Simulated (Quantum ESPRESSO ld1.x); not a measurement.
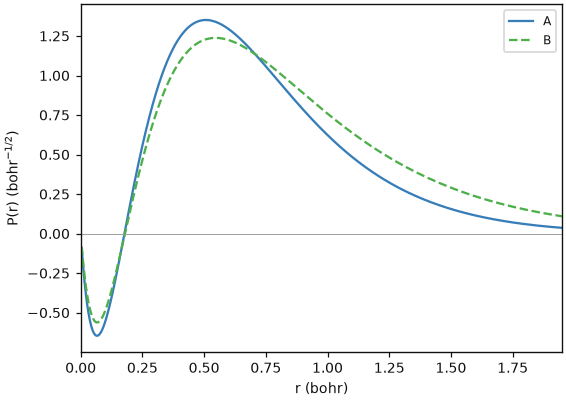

Two charge states of magnesium were computed: Mg⁶⁺ in [He] 2s2 2p2 (2p1/2: 2); Mg⁺ in [Ne] 3s1. All numbers are computed, not measured: Dirac Kohn-Sham, PW91, spin-unpolarised, spherical densities, point nucleus (Quantum ESPRESSO ld1.x 7.5).

The plot shows P(r) = r R(r) of the 2s orbital in both runs (large components where relativistic).

> Assign A and B.

A is Mg⁶⁺ in [He] 2s2 2p2 (2p1/2: 2) (⟨r⟩ = 0.607 bohr, eigenvalue −231.3 eV); B is Mg⁺ in [Ne] 3s1 (⟨r⟩ = 0.697 bohr, eigenvalue −89.0 eV). Fewer electrons screen less, so the orbital shrinks.
